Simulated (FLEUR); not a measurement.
# Fixed-spin-moment curve of CrIr3 with FLEUR, part 2 of 2

Wanted: E(M) for CrIr3, with its minima.

FLEUR MaX-R8.1; PBEsol; all-electron FLAPW, Dirac cores, scalar-relativistic bands.

So far, magnetization (μB): step 2 (unconstrained state) 1.21.

## Step 4: Moment fixed at 1.131 μB

Two Fermi energies hold the total moment; the run starts from the free run's density.

inp.xml

```
<?xml version="1.0" encoding="UTF-8" standalone="no"?>
<fleurInput fleurInputVersion="0.39">
   <comment>
      CrIr3
   </comment>
   <calculationSetup>
      <cutoffs Kmax="3.6" Gmax="10.8" GmaxXC="10.8" numbands="0"/>
      <scfLoop itmax="90" minDistance="0.00002" maxIterBroyd="15" imix="Anderson" alpha="0.05" precondParam="0.0" spinf="2.0" sdNocoIR="T"/>
      <coreElectrons ctail="T" frcor="F" kcrel="0" coretail_lmax="0"/>
      <xcFunctional name="PBEs" relativisticCorrections="F"/>
      <magnetism jspins="2" fixed_moment="1.131"/>
      <soc l_soc="F" theta="0.0" phi="0.0" spav="F"/>
      <expertModes spex="0" secvar="F"/>
      <geometryOptimization l_f="F" forcealpha="1.0" forcemix="BFGS" epsdisp="0.00001" epsforce="0.00001"/>
      <ldaU l_linMix="F" mixParam="0.05" spinf="1.0"/>
   </calculationSetup>
   <cell>
      <bzIntegration valenceElectrons="59.0" mode="hist" fermiSmearingEnergy="0.00110248">
         <kPointListSelection listName="default-1"/>
         <xi:include xmlns:xi="http://www.w3.org/2001/XInclude" href="kpts.xml"> </xi:include>
      </bzIntegration>
      <xi:include xmlns:xi="http://www.w3.org/2001/XInclude" href="sym.xml"> </xi:include>
      <bulkLattice scale="1.0">
         <bravaisMatrix>
            <row-1>    7.2076751127272773     0.0000000000000000     0.0000000000000000</row-1>
            <row-2>    0.0000000000000000     7.2076751127272773     0.0000000000000000</row-2>
            <row-3>    0.0000000000000000     0.0000000000000000     7.2076751127272773</row-3>
         </bravaisMatrix>
      </bulkLattice>
   </cell>
   <atomSpecies>
      <species name="Chromium (2.500" element="Cr" atomicNumber="24">
         <mtSphere radius="2.48" gridPoints="819" logIncrement="0.015"/>
         <atomicCutoffs lmax="10" lnonsphr="8"/>
         <electronConfig flipSpins="F">
            <coreConfig>(1s1/2) (2s1/2) (2p1/2) (2p3/2)</coreConfig>
            <valenceConfig>(3s1/2) (3p1/2) (3p3/2) (4s1/2) (3d3/2) (3d5/2)</valenceConfig>
            <stateOccupation state="(4s1/2)" spinUp="0.5" spinDown="0.5"/>
            <stateOccupation state="(3d3/2)" spinUp="1.0" spinDown="1.0"/>
            <stateOccupation state="(3d5/2)" spinUp="2.75" spinDown="0.25"/>
         </electronConfig>
         <energyParameters s="4" p="4" d="3" f="4"/>
         <lo type="SCLO" l="0" n="3" eDeriv="0"/>
         <lo type="SCLO" l="1" n="3" eDeriv="0"/>
      </species>
      <species name="Iridium (Ir)" element="Ir" atomicNumber="77">
         <mtSphere radius="2.48" gridPoints="819" logIncrement="0.016"/>
         <atomicCutoffs lmax="10" lnonsphr="8"/>
         <electronConfig flipSpins="F">
            <coreConfig>(1s1/2) (2s1/2) (2p1/2) (2p3/2) (3s1/2) (3p1/2) (3p3/2) (4s1/2) (3d3/2) (3d5/2) (4p1/2) (4p3/2) (5s1/2) (4d3/2) (4d5/2) (4f5/2) (4f7/2)</coreConfig>
            <valenceConfig>(5p1/2) (5p3/2) (6s1/2) (5d3/2) (5d5/2)</valenceConfig>
            <stateOccupation state="(5d3/2)" spinUp="1.400000" spinDown="1.400000"/>
            <stateOccupation state="(5d5/2)" spinUp="2.100000" spinDown="2.100000"/>
         </electronConfig>
         <energyParameters s="6" p="6" d="5" f="5"/>
         <lo type="SCLO" l="1" n="5" eDeriv="0"/>
      </species>
   </atomSpecies>
   <atomGroups>
      <atomGroup species="Chromium (2.500">
         <relPos label="                   1">.0000000000 .0000000000 .0000000000</relPos>
         <force calculate="T" relaxXYZ="TTT"/>
      </atomGroup>
      <atomGroup species="Iridium (Ir)">
         <relPos label="                   2">.0000000000 1.000/2.000 1.000/2.000</relPos>
         <relPos label="                   3">1.000/2.000 1.000/2.000 .0000000000</relPos>
         <relPos label="                   4">1.000/2.000 .0000000000 1.000/2.000</relPos>
         <force calculate="T" relaxXYZ="TTT"/>
      </atomGroup>
   </atomGroups>
   <output dos="F" band="F" slice="F">
      <bandDOS minEnergy="-.5*Htr" maxEnergy="0.5*Htr" sigma="0.015" storeEVData="T"/>
      <plotting iplot="0" polar="F">
         <plot TwoD="T" vec1="  1.0  0.0  0.0" vec2="  0.0  1.0  0.0" vec3="  0.0  0.0  1.0" zero="  0.0  0.0  0.0" file="plot"/>
      </plotting>
      <moessbauerParams electricFieldGradient="F" isomerShift="F" coreHyperfine="F" valenceHyperfine="F"/>
   </output>
</fleurInput>
```

Run with:

```sh
$ OMP_NUM_THREADS=1 mpirun -n 4 fleur_MPI > fleur.log
```

The log of the run:

```text
[banner, memory and clock lines left out]
Welcome to FLEUR        (www.flapw.de)
      MaX-Release 8.1          (www.max-centre.eu)

 ========== k-point set info ==========
 Selected k-point list: default-1
 k-point list type: mesh
 0 x 0 x 0
 Number of k points: 36

 [... set-up left out ...]
 Iteration:     1   Distance:       0.42615815 me/bohr^3
 Iteration:     2   Distance:       0.38475174 me/bohr^3
 Iteration:     3   Distance:       0.34924851 me/bohr^3
 Iteration:     4   Distance:       0.04344082 me/bohr^3
 Iteration:     5   Distance:       0.02723193 me/bohr^3
 Iteration:     6   Distance:       0.02717945 me/bohr^3
 Iteration:     7   Distance:       0.02006273 me/bohr^3
 Iteration:     8   Distance:       0.00985106 me/bohr^3
[... lines left out ...]
 Iteration:    14   Distance:       0.00004654 me/bohr^3
 Iteration:    15   Distance:       0.00006850 me/bohr^3
 Iteration:    16   Distance:       0.00008288 me/bohr^3
 Iteration:    17   Distance:       0.00008357 me/bohr^3
 Iteration:    18   Distance:       0.00002816 me/bohr^3
 Iteration:    19   Distance:       0.00001397 me/bohr^3

 ********************************************************************
 Run finished successfully
 Stop message:
   all done
 ********************************************************************

--- out.xml (last complete iteration) ---
<iteration numberForCurrentRun="   19" overallNumber="   45">
         [... left out ...]
         <bandgap value="0.0057044822" units="eV"/>
         <sumValenceSingleParticleEnergies value="-10.0472249117" units="Htr"/>
         <bandgap value="0.0368672942" units="eV"/>
         <sumValenceSingleParticleEnergies value="-20.4199120136" units="Htr"/>
         <FermiEnergy value="0.5342785988" units="Htr"/>
         <FixedTotalMoment fermiEnergyUp="0.5300551776" fermiEnergyDown="0.5342785988" units="Htr"/>
         [... left out ...]
         <magneticMomentsInMTSpheres units="muBohr">
            <globalMagMoment atomType="1" vec="0.00000   0.00000   1.68793"/>
            <globalMagMoment atomType="2" vec="0.00000   0.00000  -0.18913"/>
         </magneticMomentsInMTSpheres>
         [... left out ...]
         <totalEnergy value="   -54609.1973763670" units="Htr">
            <sumOfEigenvalues value="   -33447.7767898218">
               <coreElectrons value="-33427.3568778083"/>
               <valenceElectrons value="-20.4199120136"/>
            </sumOfEigenvalues>
         [... left out ...]
            <freeEnergy value="-54609.1976447332"/>
            <extrapolationTo0K value="-54609.1975105501"/>
         </totalEnergy>
         <densityConvergence units="me/bohr^3">
            <chargeDensity spin="1" distance="0.0000078702"/>
            <chargeDensity spin="2" distance="0.0000084998"/>
            <overallChargeDensity distance="0.0000139704"/>
            <spinDensity distance="0.0000085557"/>
         </densityConvergence>
      </iteration>
```

It took 29 s on 4 MPI ranks of Intel Xeon 6975P-C (Granite Rapids), shared host; peak memory 0.28 GiB.

Numbers from this step:

```
magnetization : 1.131 μB
```

Its energy lies +1.9 meV a cell from the free run's.

## Step 5: Moment fixed at 1.357 μB

Edit inp.xml of step 4 so:

```diff
@@ -10,3 +10,3 @@
       <xcFunctional name="PBEs" relativisticCorrections="F"/>
-      <magnetism jspins="2" fixed_moment="1.131"/>
+      <magnetism jspins="2" fixed_moment="1.357"/>
       <soc l_soc="F" theta="0.0" phi="0.0" spav="F"/>
```

The log of the run:

```text
[banner, memory and clock lines left out]
Welcome to FLEUR        (www.flapw.de)
      MaX-Release 8.1          (www.max-centre.eu)

 ========== k-point set info ==========
 Selected k-point list: default-1
 k-point list type: mesh
 0 x 0 x 0
 Number of k points: 36

 [... set-up left out ...]
 Iteration:     1   Distance:       0.79547630 me/bohr^3
 Iteration:     2   Distance:       0.72363363 me/bohr^3
 Iteration:     3   Distance:       0.64683501 me/bohr^3
 Iteration:     4   Distance:       0.08575499 me/bohr^3
 Iteration:     5   Distance:       0.07637378 me/bohr^3
[...]
<sumOfEigenvalues value="   -33447.7301894679">
               <coreElectrons value="-33427.3250093900"/>
               <valenceElectrons value="-20.4051800779"/>
            </sumOfEigenvalues>
         [... left out ...]
            <freeEnergy value="-54609.1975317214"/>
            <extrapolationTo0K value="-54609.1973759826"/>
         </totalEnergy>
         <densityConvergence units="me/bohr^3">
            <chargeDensity spin="1" distance="0.0000111297"/>
            <chargeDensity spin="2" distance="0.0000109800"/>
            <overallChargeDensity distance="0.0000134267"/>
            <spinDensity distance="0.0000175667"/>
         </densityConvergence>
      </iteration>
```

Elapsed: 31 s, on 4 MPI ranks; peak memory 0.29 GiB.

Read from the output:

```
magnetization : 1.357 μB
```

Its energy lies +4.9 meV a cell from the free run's.

## Step 6: Moment fixed at 0.905 μB

Edit inp.xml of step 5 so:

```diff
@@ -10,3 +10,3 @@
       <xcFunctional name="PBEs" relativisticCorrections="F"/>
-      <magnetism jspins="2" fixed_moment="1.357"/>
+      <magnetism jspins="2" fixed_moment="0.905"/>
       <soc l_soc="F" theta="0.0" phi="0.0" spav="F"/>
```

The log of the run:

```text
[banner, memory and clock lines left out]
Welcome to FLEUR        (www.flapw.de)
      MaX-Release 8.1          (www.max-centre.eu)

 ========== k-point set info ==========
 Selected k-point list: default-1
 k-point list type: mesh
 0 x 0 x 0
 Number of k points: 36

 [... set-up left out ...]
 Iteration:     1   Distance:       1.66009577 me/bohr^3
 Iteration:     2   Distance:       1.50607005 me/bohr^3
 Iteration:     3   Distance:       1.39130044 me/bohr^3
 Iteration:     4   Distance:       0.26161587 me/bohr^3
 Iteration:     5   Distance:       0.15210238 me/bohr^3
[...]
<sumOfEigenvalues value="   -33447.7818687399">
               <coreElectrons value="-33427.3544917641"/>
               <valenceElectrons value="-20.4273769758"/>
            </sumOfEigenvalues>
         [... left out ...]
            <freeEnergy value="-54609.1968158560"/>
            <extrapolationTo0K value="-54609.1966194785"/>
         </totalEnergy>
         <densityConvergence units="me/bohr^3">
            <chargeDensity spin="1" distance="0.0000107335"/>
            <chargeDensity spin="2" distance="0.0000067179"/>
            <overallChargeDensity distance="0.0000113169"/>
            <spinDensity distance="0.0000138783"/>
         </densityConvergence>
      </iteration>
```

Elapsed: 37 s, on 4 MPI ranks; peak memory 0.28 GiB.

This step gave:

```yaml
magnetization: 0.905 μB
```

Its energy lies +24.4 meV a cell from the free run's.

## Step 7: Another try

A slip in the input shows what the program catches and what it lets pass.

inp.xml

```
<?xml version="1.0" encoding="UTF-8" standalone="no"?>
<fleurInput fleurInputVersion="0.39">
   <comment>
      CrIr3
   </comment>
   <calculationSetup>
      <cutoffs Kmax="3.6" Gmax="10.8" GmaxXC="10.8" numbands="0"/>
      <scfLoop itmax="75" minDistance="0.00002" maxIterBroyd="15" imix="Anderson" alpha="0.05" precondParam="0.0" spinf="2.0" sdNocoIR="T"/>
      <coreElectrons ctail="T" frcor="F" kcrel="0" coretail_lmax="0"/>
      <xcFunctional name="PBEs" relativisticCorrections="F"/>
      <magnetism jspins="2"/>
      <soc l_soc="F" theta="0.0" phi="0.0" spav="F"/>
      <expertModes spex="0" secvar="F"/>
      <geometryOptimization l_f="F" forcealpha="1.0" forcemix="BFGS" epsdisp="0.00001" epsforce="0.00001"/>
      <ldaU l_linMix="F" mixParam="0.05" spinf="1.0"/>
   </calculationSetup>
   <cell>
      <bzIntegration valenceElectrons="57.0" mode="hist" fermiSmearingEnergy="0.00110248">
         <kPointListSelection listName="default-1"/>
         <xi:include xmlns:xi="http://www.w3.org/2001/XInclude" href="kpts.xml"> </xi:include>
      </bzIntegration>
      <xi:include xmlns:xi="http://www.w3.org/2001/XInclude" href="sym.xml"> </xi:include>
      <bulkLattice scale="1.0">
         <bravaisMatrix>
            <row-1>    7.2076751127272773     0.0000000000000000     0.0000000000000000</row-1>
            <row-2>    0.0000000000000000     7.2076751127272773     0.0000000000000000</row-2>
            <row-3>    0.0000000000000000     0.0000000000000000     7.2076751127272773</row-3>
         </bravaisMatrix>
      </bulkLattice>
   </cell>
   <atomSpecies>
      <species name="Chromium (2.500" element="Cr" atomicNumber="24">
         <mtSphere radius="2.48" gridPoints="819" logIncrement="0.015"/>
         <atomicCutoffs lmax="10" lnonsphr="8"/>
         <electronConfig flipSpins="F">
            <coreConfig>(1s1/2) (2s1/2) (2p1/2) (2p3/2)</coreConfig>
            <valenceConfig>(3s1/2) (3p1/2) (3p3/2) (4s1/2) (3d3/2) (3d5/2)</valenceConfig>
            <stateOccupation state="(4s1/2)" spinUp="0.5" spinDown="0.5"/>
            <stateOccupation state="(3d3/2)" spinUp="1.0" spinDown="1.0"/>
            <stateOccupation state="(3d5/2)" spinUp="2.75" spinDown="0.25"/>
         </electronConfig>
         <energyParameters s="4" p="4" d="3" f="4"/>
         <lo type="SCLO" l="0" n="3" eDeriv="0"/>
         <lo type="SCLO" l="1" n="3" eDeriv="0"/>
      </species>
      <species name="Iridium (Ir)" element="Ir" atomicNumber="77">
         <mtSphere radius="2.48" gridPoints="819" logIncrement="0.016"/>
         <atomicCutoffs lmax="10" lnonsphr="8"/>
         <electronConfig flipSpins="F">
            <coreConfig>(1s1/2) (2s1/2) (2p1/2) (2p3/2) (3s1/2) (3p1/2) (3p3/2) (4s1/2) (3d3/2) (3d5/2) (4p1/2) (4p3/2) (5s1/2) (4d3/2) (4d5/2) (4f5/2) (4f7/2)</coreConfig>
            <valenceConfig>(5p1/2) (5p3/2) (6s1/2) (5d3/2) (5d5/2)</valenceConfig>
            <stateOccupation state="(5d3/2)" spinUp="1.400000" spinDown="1.400000"/>
            <stateOccupation state="(5d5/2)" spinUp="2.100000" spinDown="2.100000"/>
         </electronConfig>
         <energyParameters s="6" p="6" d="5" f="5"/>
         <lo type="SCLO" l="1" n="5" eDeriv="0"/>
      </species>
   </atomSpecies>
   <atomGroups>
      <atomGroup species="Chromium (2.500">
         <relPos label="                   1">.0000000000 .0000000000 .0000000000</relPos>
         <force calculate="T" relaxXYZ="TTT"/>
      </atomGroup>
      <atomGroup species="Iridium (Ir)">
         <relPos label="                   2">.0000000000 1.000/2.000 1.000/2.000</relPos>
         <relPos label="                   3">1.000/2.000 1.000/2.000 .0000000000</relPos>
         <relPos label="                   4">1.000/2.000 .0000000000 1.000/2.000</relPos>
         <force calculate="T" relaxXYZ="TTT"/>
      </atomGroup>
   </atomGroups>
   <output dos="F" band="F" slice="F">
      <bandDOS minEnergy="-.5*Htr" maxEnergy="0.5*Htr" sigma="0.015" storeEVData="T"/>
      <plotting iplot="0" polar="F">
         <plot TwoD="T" vec1="  1.0  0.0  0.0" vec2="  0.0  1.0  0.0" vec3="  0.0  0.0  1.0" zero="  0.0  0.0  0.0" file="plot"/>
      </plotting>
      <moessbauerParams electricFieldGradient="F" isomerShift="F" coreHyperfine="F" valenceHyperfine="F"/>
   </output>
</fleurInput>
```

crystal.txt

```
CrIr3
&input film=F cartesian=F /
3.81413741330  0.00000000000  0.00000000000
0.00000000000  3.81413741330  0.00000000000
0.00000000000  0.00000000000  3.81413741330
1.8897261246
1.0 1.0 1.0

4
24 0.00000000000  0.00000000000  0.00000000000 : 2.500
77 0.00000000000  0.50000000000  0.50000000000
77 0.50000000000  0.50000000000  0.00000000000
77 0.50000000000  0.00000000000  0.50000000000

&kpt div1=8 div2=8 div3=8 gamma=T /
```

Run with:

```sh
$ OMP_NUM_THREADS=1 inpgen -f crystal.txt > inpgen.log  # inp.xml is then edited as shown
$ OMP_NUM_THREADS=1 mpirun -n 4 fleur_MPI > fleur.log
```

The log of the run:

```text
[banner, memory and clock lines left out]
Welcome to FLEUR        (www.flapw.de)
      MaX-Release 8.1          (www.max-centre.eu)

 ========== k-point set info ==========
 Selected k-point list: default-1
 k-point list type: mesh
 0 x 0 x 0
 Number of k points: 36

 ------------Calculation Setup---------------------------
 Number of PE/node        :            4
 Number of OMP-threads    :            1
 k-points in parallel     :            4
 pe's per k-point         :            1
 No of k-point loops      :            9
 Eigenvalue solver        :       lapack
 Number of basis functions:          329
 Approximate size of matrices (H+S) per k-point:         0.002 GB
************FLEUR-Warning*****************
Error message: Starting density not charge neutral
Error occurred in subroutine: stden.f90
Hint: Your electronic configuration might be broken
Error from PE:0/4
*****************************************
Warnings not ignored. To make the warning nonfatal create a file 'JUDFT_WARN_ONLY' in the working directory or start FLEUR with the -warn_only command line option.
Memory (rank 0): 0.036 GB (peak 0.029 GB)
```

Elapsed: 3.3 s, on 4 MPI ranks; peak memory 0.14 GiB.

The run ended with an error.

The program's message: “Starting density not charge neutral”

The fault in the input: two valence electrons too few.

valenceElectrons must match the valence configurations of all atoms.

## Step 8: The curve

The other moments were run in the same way.

The energy over the lowest by total spin moment:

| total spin moment (μB a cell) | energy over the lowest (meV a cell) |
| --- | --- |
| 0.000 | 181 |
| 0.226 | 154 |
| 0.452 | 107 |
| 0.678 | 58.5 |
| 0.905 | 24.4 |
| 1.131 | 1.87 |
| 1.209 | 0 |
| 1.357 | 4.95 |
| 1.583 | 24.6 |
| 1.809 | 62.5 |

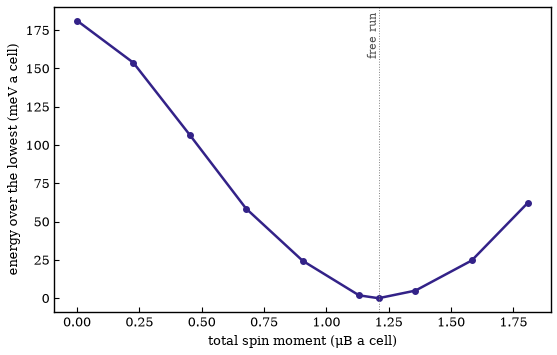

Energy over the lowest, plotted against total spin moment.

Moment, largest sphere moment against total spin moment:

| total spin moment (μB a cell) | moment, largest sphere moment (μB) |
| --- | --- |
| 0.000 | 0 |
| 0.226 | 0.829 |
| 0.452 | 1.21 |
| 0.678 | 1.42 |
| 0.905 | 1.57 |
| 1.131 | 1.69 |
| 1.209 | 1.71 |
| 1.357 | 1.77 |
| 1.583 | 1.83 |
| 1.809 | 1.88 |

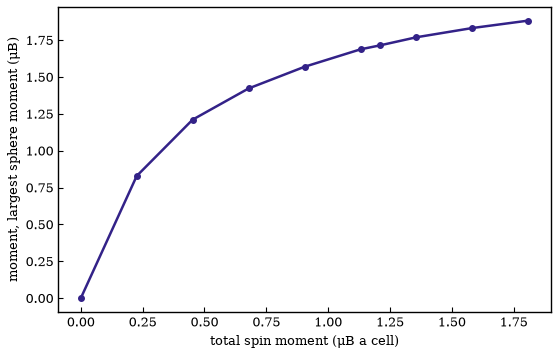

Moment, largest sphere moment, plotted against total spin moment.

## Step 9: Outcome

```yaml
moment_of_the_free_run: 1.21 μB a cell
moment_of_the_lowest_point: 1.21 μB a cell
energy_of_the_spinless_run: 181 meV a cell over the lowest
```

What this shows: The lowest point lies 181 meV a cell under the spinless run, in free energy at a smearing of 0.03 eV. The point at zero is the spinless run. Opposed orders, which also have no total moment, were not run.

[Logs and program files are shortened in this print: banners, set-up blocks, solver, clock and traceback lines can be left out without a mark of their own.]

[Logs are printed without paths, hosts, clocks, repeated set-up lines and the standing remarks that a program may print on its own settings, such as how far it seeks lower states.]

[Hosts, paths, dates, database ids (printed as entryN), source tags and the programs' standing remarks are cut or masked in the printed files.]

[Where a cell is said to come from a database of computed structures, the database is the Materials Project.]
